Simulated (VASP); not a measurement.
Band structure of PtSe (relaxed from the rock salt structure, space group Fm-3m). These are PBEsol GGA, VASP's PBE PAW potentials (set 64) (plane waves; VASP) values and carry that method's errors.

Unless said otherwise, spin-orbit coupling is left out, though it shifts the bands of the heavy elements here.

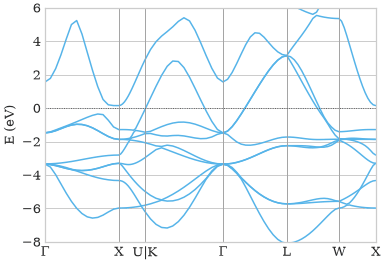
Bands along high-symmetry lines, zero at the valence-band maximum or, without a gap, the Fermi level

Task: Read the plot: is there a gap, and where are the band edges?

Result: It has no gap at this level: it comes out as a metal or semimetal. (Edges off the drawn lines would not show.)

The structure was generated: PtSe was put into the rock salt type (Fm-3m), which need not be its known phase. It was relaxed first, which changed the volume by -16 %.
